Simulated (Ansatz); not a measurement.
## Electronic structure of CH₆NSi (charge −1) in real space

Input

```
crystal:
  periodic: [false, false, false]
  atoms:
    - {symbol: C, position_ang: [-0.833054, 0.878266, -0.648605]}
    - {symbol: N, position_ang: [-0.236931, 0.716877, 0.438882]}
    - {symbol: Si, position_ang: [0.458428, -0.848503, 1.054645]}
    - {symbol: H, position_ang: [-0.965465, -1.086876, 1.723068]}
    - {symbol: H, position_ang: [-1.228345, 1.865976, -0.950967]}
    - {symbol: H, position_ang: [-1.018267, 0.075959, -1.391534]}
    - {symbol: H, position_ang: [1.795916, -0.416697, 0.309169]}
    - {symbol: H, position_ang: [0.438017, -2.220118, 0.364566]}
    - {symbol: H, position_ang: [1.173637, -0.964348, 2.396434]}
basis:
  gaussian: {orbitals: "def2-TZVPPD.json"}
total_charge: -1
hamiltonian: {xc: pbe0, dispersion: d4}
output: {orbitals: {seedname: orbitals}}
```

Command:

```sh
ansatz run in.yaml --threads 2 --pin off --events-out ev --progress --plain --max-ram 4352MiB
```

Geometry: PBE0-D4/def2-TZVPD.

All numbers below come from RKS PBE0-D4/def2-TZVPPD in Ansatz 0.2.0.

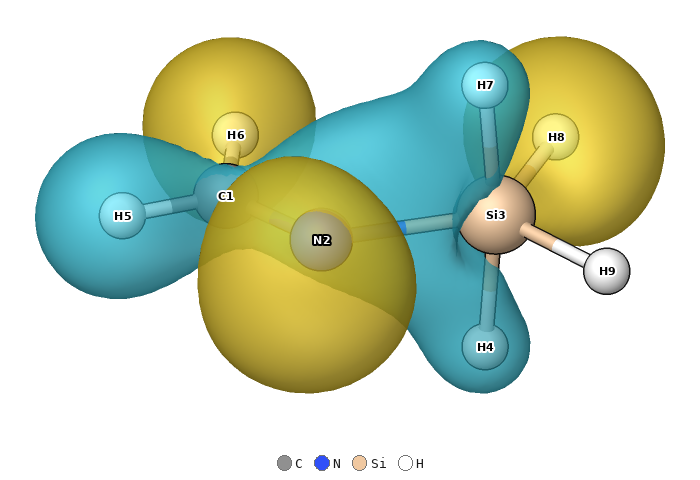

Figure 1. The HOMO−1 at ±0.08 Å⁻³ᐟ² (yellow and cyan are the two phases), seen at a tilt.

**Describe this orbital and give its energy.**

By Hirshfeld shares it lies mainly on N2 (about 50 %), Si3 (about 15 %), C1 (about 10 %), H8 (about 10 %) and H6 (about 5 %). Its energy is −2.25 eV.

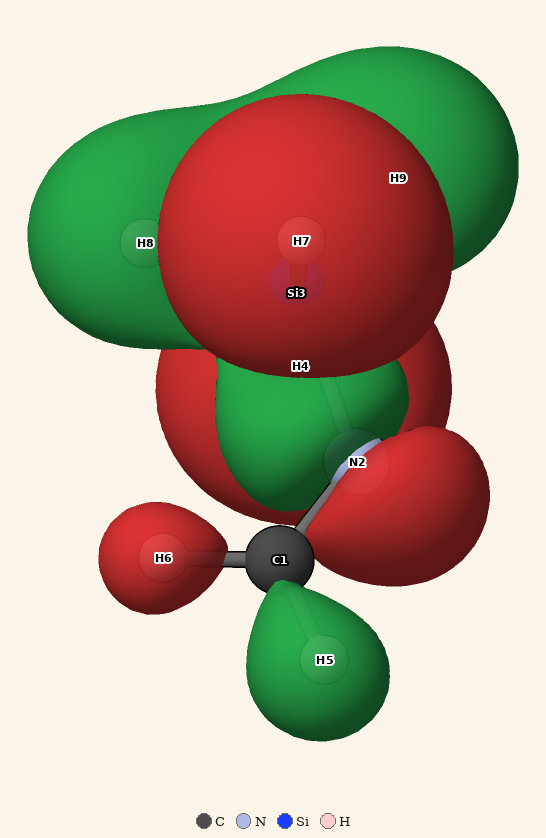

Figure 2. The HOMO at ±0.06 Å⁻³ᐟ² (green and red are the two phases), seen at an oblique angle.

**Where does this orbital lie, and at what energy?**

By Hirshfeld shares it lies mainly on Si3 (about 25 %), H4 (about 20 %), H7 (about 20 %), N2 (about 10 %), H9 (about 10 %) and H8 (about 5 %). Its energy is −0.59 eV.
